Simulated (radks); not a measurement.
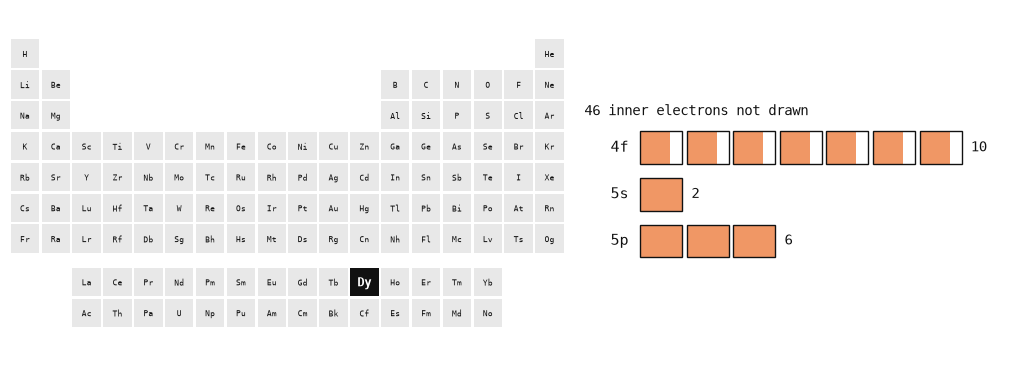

Fig. 1: Left, the place of dysprosium in the periodic table; right, the outer shells as the input fills them: a box for each of the 2l + 1 orbitals, shaded by the share of the shell that is filled, with the electron count at the right.

Atomic calculation, with input and output: Dy²⁺

- system: the dysprosium ion Dy²⁺ in the configuration [Xe] 4f10 (4f5/2: 6, 4f7/2: 4).
- method: Dirac Kohn-Sham, B86b exchange with PBE correlation, spin-unpolarised, spherical densities, finite nucleus (the in-house radial solver radks)

Output:
```
1s1/2   1   2.0000       -1970.10914770
2s1/2   1   2.0000        -328.31839122
2p1/2   1   2.0000        -312.29839908
2p3/2   1   4.0000        -282.88585135
3s1/2   1   2.0000         -73.46758950
3p1/2   1   2.0000         -66.47313943
3p3/2   1   4.0000         -60.36486729
3d3/2   1   4.0000         -48.33545008
3d5/2   1   6.0000         -47.00169063
4s1/2   1   2.0000         -14.93800502
4p1/2   1   2.0000         -12.17800636
4p3/2   1   4.0000         -10.81424848
4d3/2   1   4.0000          -6.26861552
4d5/2   1   6.0000          -6.02178967
4f5/2   1   6.0000          -0.64125611
4f7/2   1   4.0000          -0.60897913
5s1/2   1   2.0000          -2.31138908
5p1/2   1   2.0000          -1.56933485
5p3/2   1   4.0000          -1.39609268
Etot -12167.581885501875
Ekin 13344.721622194993
Encl -29967.66861466292
Eh 4720.576124835374
Exc -265.21101786931933
err 9.592578012134068e-09
it 15
```

Slater integrals of the outer shells (hartree):

| integral | value |
| --- | --- |
| F0(4f7/2,4f7/2) | 1.0812 |
| F2(4f7/2,4f7/2) | 0.4965 |
| F4(4f7/2,4f7/2) | 0.3083 |
| F6(4f7/2,4f7/2) | 0.2210 |
| F0(4f7/2,4f5/2) | 1.0913 |
| F2(4f7/2,4f5/2) | 0.5019 |
| F4(4f7/2,4f5/2) | 0.3118 |
| F6(4f7/2,4f5/2) | 0.2235 |
| G0(4f7/2,4f5/2) | 1.0882 |
| G2(4f7/2,4f5/2) | 0.5007 |
| G4(4f7/2,4f5/2) | 0.3111 |
| G6(4f7/2,4f5/2) | 0.2230 |
| F0(4f7/2,5p3/2) | 0.6860 |
| F2(4f7/2,5p3/2) | 0.2351 |
| G2(4f7/2,5p3/2) | 0.1302 |
| G4(4f7/2,5p3/2) | 0.0981 |
| F0(4f7/2,5p1/2) | 0.7239 |
| F2(4f7/2,5p1/2) | 0.2602 |
| G2(4f7/2,5p1/2) | 0.1512 |
| G4(4f7/2,5p1/2) | 0.1128 |

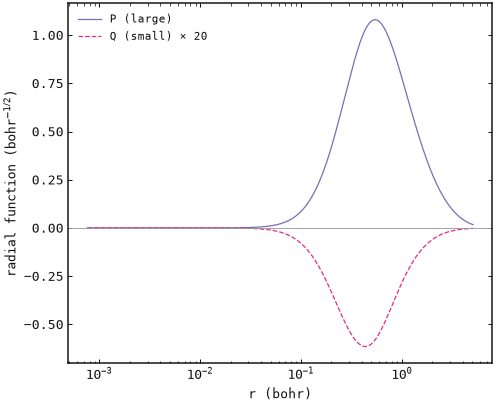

Fig. 2: The large and small radial components of the 4f7/2 spinor. The spinor has κ = −4: the large component has l = 3 and 0 radial nodes, the small one has l = 4. The small component carries 0.056 % of the norm; ⟨r⟩ = 0.877 bohr and the eigenvalue is −16.6 eV.

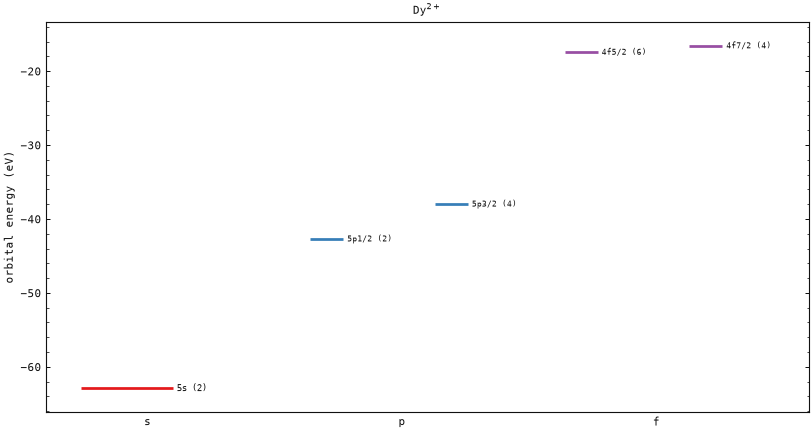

Fig. 3: The outer levels are drawn by angular momentum (occupations in brackets, the lower j at the left of each column). The highest occupied level is 4f7/2 at −16.6 eV. From the top down the occupied levels run 4f7/2 (−16.6 eV), 4f5/2 (−17.4 eV), 5p3/2 (−38.0 eV), 5p1/2 (−42.7 eV), 5s (−62.9 eV). Spin-orbit splittings: 4f 0.878 eV, 5p 4.71 eV.

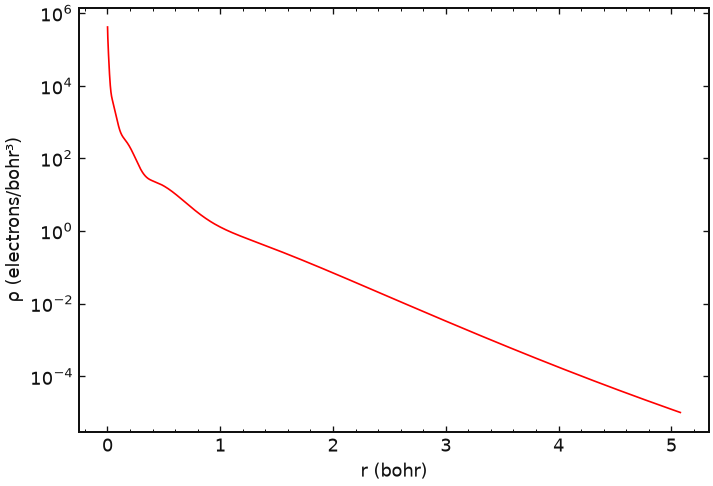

Fig. 4: The electron density ρ(r) on a logarithmic scale. The density falls from 420000 electrons/bohr³ at the inner end (r = 0.00076 bohr) to 0.001 at r = 3.40 bohr, a common measure of the size of an atom or ion. The steps in the slope mark the shells; the radial density has its minima at 0.028, 0.12 and 0.35 bohr.

The input:
```
Z 66
configuration [Xe] 4f10
relativity Dirac
functional b86_mgc,pbe
spin unpolarised
j_filling energy
nucleus finite rms 5.2218 fm
c 137.035999084
```

Energies in input and log are in hartree, lengths in bohr (the nuclear radius in fm).

The run was one of a batch that the task file lists, launched with:
```bash
python <driver script> task.json out
```

Summary:

- outcome: converged
- total energy: −12167.5819 hartree
- kinetic energy: 13344.7216 hartree
- electron–nucleus energy: −29967.6686 hartree
- Hartree energy: 4720.5761 hartree
- exchange–correlation energy: −265.211018 hartree
- radius at density 0.001 e/bohr³: 3.40 bohr
- SCF iterations: 15
- hardware: 1 thread of Arm Neoverse N1, 77 GiB of memory available, shared host
